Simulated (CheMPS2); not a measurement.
# DMRG/STO-3G run of BF3 (boron trifluoride)

What is the vertical electron affinity of BF3 (boron trifluoride) at DMRG/STO-3G? 

Program for the calculation: CheMPS2 1.8.12.

2 further runs of the same task are left out: 2 that didn't finish. Runs told in other sessions of the task aren't counted.

## 1. The system as given

BF3: 4 atoms, total charge 0, spin state singlet. SMILES: `FB(F)F`. The shape is that of a PBE0-D4/def2-TZVP optimisation.

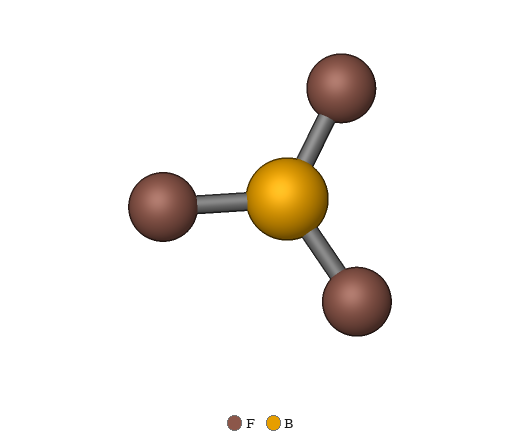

The structure, seen from a chosen angle (fluorine brown, boron amber).

## 2. A single-point energy at DMRG/STO-3G

The input, integrals.py:

```python
from pyscf import ao2mo, cc, dft, gto, mcscf, mp, scf
from pyscf.tools import fcidump

geom = """
F      0.543870     0.210740     1.174280
B      0.000020     0.000000     0.000010
F     -0.265170    -1.223510    -0.389620
F     -0.278730     1.012770    -0.784660
"""
mol = gto.M(
    atom=geom,
    basis="sto-3g",
    verbose=4,
    max_memory=2000,
)
print("nao: %d" % (mol.nao))
mf = scf.RHF(mol)
mf.conv_tol = 1e-10
mf.max_cycle = 200
mf.kernel()
if not mf.converged:
    mf = mf.newton().run(mf.mo_coeff, mf.mo_occ)
print(f"reference energy: {mf.e_tot:.10f}")
ref = mf
pt = mp.MP2(ref, frozen=4).run()
mycc = cc.CCSD(ref, frozen=4)
mycc.max_cycle = 150
mycc.kernel()
print(f"MP2 total energy: {pt.e_tot:.10f}")
if mycc.converged:
    print("CCSD total energy: %.10f" % (mycc.e_tot))
    print("CCSD(T) total energy: %.10f" % (mycc.e_tot + mycc.ccsd_t()))
    print(f"T1: {mycc.get_t1_diagnostic():.4f}")
ks = dft.RKS(mol, xc="blyp").set(conv_tol=1e-9, verbose=3).run()
if ks.converged:
    print("E(BLYP): %.8f" % (ks.e_tot))
ks = dft.RKS(mol, xc="wb97x").set(conv_tol=1e-9, verbose=3).run()
if ks.converged:
    print(f"E(wB97X): {ks.e_tot:.8f}")
ks = dft.RKS(mol, xc="pbe").set(conv_tol=1e-9, verbose=3).run()
if ks.converged:
    print(f"E(PBE): {ks.e_tot:.8f}")
ks = dft.RKS(mol, xc="revpbe").set(conv_tol=1e-9, verbose=3).run()
if ks.converged:
    print(f"E(revPBE): {ks.e_tot:.8f}")
occ_no, mo = mcscf.addons.make_natural_orbitals(cc.CCSD(mf, frozen=4).run())
mf.mo_coeff = mo
cas = mcscf.CASCI(mf, 16, 24)
h1, ecore = cas.get_h1eff()
fcidump.from_integrals("FCIDUMP", h1, cas.get_h2eff(), 16, 24, nuc=ecore, ms=0)
```

The input, dmrg.input:

```
FCIDUMP = FCIDUMP
GROUP = 0
MULTIPLICITY = 1
NELECTRONS = 24
IRREP = 0
EXCITATION = 0
SWEEP_STATES = 75, 150, 300, 300
SWEEP_ENERGY_CONV = 1e-04, 1e-04, 1e-04, 1e-06
SWEEP_MAX_SWEEPS = 3, 2, 4, 6
SWEEP_NOISE_PREFAC = 0.05, 0.05, 0.005, 0.0
SWEEP_DVDSON_RTOL = 1e-04, 1e-04, 1e-04, 1e-05
NOCC = 0
NACT = 16
NVIR = 0
MOLCAS_FIEDLER = FALSE
PRINT_CORR = TRUE
TMP_FOLDER = .
```

The run is started by

```bash
$ python integrals.py && chemps2 --file=dmrg.input
```

Standard output:

```text
$ python integrals.py

[INPUT] verbose = 4
[INPUT] num. atoms = 4
[INPUT] num. electrons = 32
[INPUT] charge = 0
[INPUT] spin (= nelec alpha-beta = 2S) = 0
[INPUT] symmetry False subgroup None
[INPUT] Mole.unit = angstrom
[INPUT] Symbol           X                Y                Z      unit          X                Y                Z       unit  Magmom
[INPUT]  1 F      0.543870000000   0.210740000000   1.174280000000 AA    1.027765347367   0.398240883491   2.219067593554 Bohr   0.0
[INPUT]  2 B      0.000020000000   0.000000000000   0.000010000000 AA    0.000037794522   0.000000000000   0.000018897261 Bohr   0.0
[INPUT]  3 F     -0.265170000000  -1.223510000000  -0.389620000000 AA   -0.501098676451  -2.312098810667  -0.736275092653 Bohr   0.0
[INPUT]  4 F     -0.278730000000   1.012770000000  -0.784660000000 AA   -0.526723362700   1.913857927176  -1.482792500901 Bohr   0.0

[... 46 lines left out ...]
converged SCF energy = -318.661916140922
[... 39 lines left out ...]
CCSD(T) total energy: -318.7777692173
[... 69 lines left out ...]
CCSD converged
[... 116 lines left out ...]
***     Maximum discarded weight = 0.000101762898020494
[... 21 lines left out ...]
***     Maximum discarded weight = 0.000127140289252132
[... 28 lines left out ...]
***     Minimum energy           = -318.777999887809
[... 22 lines left out ...]
***     Maximum discarded weight = 1.00805947730187e-06
[... 21 lines left out ...]
***     Maximum discarded weight = 2.9935438888193e-06
[... 29 lines left out ...]
***     Maximum discarded weight during the last sweep     = 2.99659173724689e-06
[... 97 lines left out ...]
--------------------------------------------------------
Two-orbital mutual information = 0.5 * ( s1(i) + s1(j) - s2(i,j) ) * ( 1 - delta(i,j) )
Hamiltonian index order is used!

   Columns 1 to 8

    0           0.000072    0.000190    0.000059    0.000044    0.000042    0.000203    0.000047
    0.000072    0           0.000200    0.000044    0.000059    0.000042    0.000046    0.000200
    0.000190    0.000200    0           0.000055    0.000055    0.000039    0.000083    0.000083
[... 12 lines of this table left out ...]
    0.000122    0.000289    0.000254    0.008395    0.003129    0.005705    0.003722    0.003524

   Columns 9 to 16

    0.000063    0.000089    0.000028    0.000157    0.000334    0.000359    0.000307    0.000122
    0.000063    0.000089    0.000177    0.000028    0.000334    0.000359    0.000135    0.000289
    0.000107    0.000280    0.000107    0.000094    0.000297    0.000375    0.000254    0.000254
[... 12 lines of this table left out ...]
    0.003266    0.006847    0.019291    0.007833    0.010323    0.008788    0.003974    0

--------------------------------------------------------
```

Run time: 85 s. Hardware: 1 thread of Arm Neoverse V2, shared host; peak memory 0.18 GiB.

## 3. The doublet anion: a single-point energy at DMRG/STO-3G

The input, prepare.py:

```python
from pyscf import ao2mo, cc, dft, gto, mcscf, mp, scf
from pyscf.tools import fcidump

mol = gto.M(atom="""
F      0.543870     0.210740     1.174280
B      0.000020     0.000000     0.000010
F     -0.265170    -1.223510    -0.389620
F     -0.278730     1.012770    -0.784660
""", basis="sto-3g", charge=-1, spin=1, verbose=3)
print("basis functions                = %d" % (mol.nao))
mf = scf.ROHF(mol)
mf.conv_tol = 1e-10
mf.max_cycle = 200
mf.kernel()
if not mf.converged:
    mf = mf.newton().run(mf.mo_coeff, mf.mo_occ)
print("E(SCF)                         = %.10f" % (mf.e_tot))
ref = scf.UHF(mol).run(mf.make_rdm1(), conv_tol=1e-10)
pt = mp.MP2(ref, frozen=4).run()
mycc = cc.CCSD(ref, frozen=4)
mycc.max_cycle = 150
mycc.kernel()
print(f"MP2 total energy               = {pt.e_tot:.10f}")
if mycc.converged:
    print("CCSD total energy              = %.10f" % (mycc.e_tot))
    print(f"E(CCSD(T))                     = {mycc.e_tot + mycc.ccsd_t():.10f}")
ks = dft.UKS(mol, xc="blyp").set(conv_tol=1e-9, verbose=3).run(mf.make_rdm1())
if ks.converged:
    print("E(BLYP)                        = %.8f" % (ks.e_tot))
ks = dft.UKS(mol, xc="wb97x").set(conv_tol=1e-9, verbose=3).run(mf.make_rdm1())
if ks.converged:
    print("E(wB97X)                       = %.8f" % (ks.e_tot))
ks = dft.UKS(mol, xc="pbe").set(conv_tol=1e-9, verbose=3).run(mf.make_rdm1())
if ks.converged:
    print("E(PBE)                         = %.8f" % (ks.e_tot))
ks = dft.UKS(mol, xc="revpbe").set(conv_tol=1e-9, verbose=3).run(mf.make_rdm1())
if ks.converged:
    print("E(revPBE)                      = %.8f" % (ks.e_tot))
occ_no, mo = mcscf.addons.make_natural_orbitals(mp.MP2(mf.to_uhf(), frozen=4).run())
mf.mo_coeff = mo
cas = mcscf.CASCI(mf, 16, 25)
h1, ecore = cas.get_h1eff()
fcidump.from_integrals("FCIDUMP", h1, cas.get_h2eff(), 16, 25, nuc=ecore, ms=1)
ci = mcscf.CASCI(mf, 16, (13, 12))
ci.fix_spin_(ss=0.75)
ci.fcisolver.conv_tol = 1e-10
ci.fcisolver.max_cycle = 200
ci.kernel()
print("FCI energy                     = %.10f" % (ci.e_tot))
```

The input, chemps2.input:

```
FCIDUMP = FCIDUMP
GROUP = 0
MULTIPLICITY = 2
NELECTRONS = 25
IRREP = 0
EXCITATION = 0
SWEEP_STATES = 300, 400, 400
SWEEP_ENERGY_CONV = 1e-04, 1e-04, 1e-06
SWEEP_MAX_SWEEPS = 3, 4, 6
SWEEP_NOISE_PREFAC = 0.05, 0.005, 0.0
SWEEP_DVDSON_RTOL = 3e-04, 3e-04, 3e-05
NOCC = 0
NACT = 16
NVIR = 0
MOLCAS_FIEDLER = TRUE
PRINT_CORR = TRUE
TMP_FOLDER = .
```

The run is started by

```bash
$ python prepare.py && chemps2 --file=chemps2.input
```

Standard output:

```text
$ python prepare.py
[... 8 lines left out ...]
CCSD total energy              = -318.4037028783
[... 8 lines left out ...]
converged SCF energy = -319.448331683836  <S^2> = 0.75108741  2S+1 = 2.0010871
[... 107 lines left out ...]
***     Minimum energy           = -318.397767025155
[... 14 lines left out ...]
***     Minimum energy           = -318.406740617789
[... 14 lines left out ...]
***     Minimum energy           = -318.406740660588
[... 15 lines left out ...]
***     Maximum discarded weight = 5.74184313149225e-11
[... 20 lines left out ...]
***     Minimum energy           = -318.406740708628
[... 15 lines left out ...]
***     Maximum discarded weight during the last sweep     = 3.74234872655546e-10
[... 97 lines left out ...]
--------------------------------------------------------
Two-orbital mutual information = 0.5 * ( s1(i) + s1(j) - s2(i,j) ) * ( 1 - delta(i,j) )
Hamiltonian index order is used!

   Columns 1 to 8

    0           0.000049    0.000119    0.000067    0.000013    0.000041    0.000054    0.000026
    0.000049    0           0.000123    0.000013    0.000067    0.000040    0.000027    0.000054
    0.000119    0.000123    0           0.000028    0.000028    0.000035    0.000041    0.000040
[... 12 lines of this table left out ...]
    0.000096    0.000273    0.000164    0.001344    0.001511    0.004155    0.007887    0.002806

   Columns 9 to 16

    0.000028    0.000051    0.000034    0.000081    0.000048    0.000203    0.000287    0.000096
    0.000028    0.000051    0.000088    0.000033    0.000048    0.000203    0.000104    0.000273
    0.000040    0.000315    0.000093    0.000098    0.000122    0.001000    0.000164    0.000164
[... 12 lines of this table left out ...]
    0.001197    0.006109    0.016430    0.007540    0.003534    0.009950    0.004514    0

--------------------------------------------------------
```

It took 5.8 min on 1 thread of Arm Neoverse V2, shared host; peak memory 0.34 GiB.

## 4. Summary of results

Level: DMRG/STO-3G, 4 core orbitals frozen.

```
                                          quantity          value
                  run 1, DMRG/STO-3G: total energy  -318.77831 Eh
run 1, DMRG/STO-3G: T1 diagnostic of the CCSD step          0.014
                       doublet anion: total energy  -318.40674 Eh
 vertical electron affinity (to the doublet anion)     -10.111 eV
```

What this shows: The anion lies 10.11 eV (233 kcal/mol) above the neutral: the electron isn't bound at this level, and such a value depends on the basis. Without diffuse functions anions come out too high. In a minimal basis such a difference can be off by several eV, whatever the method.
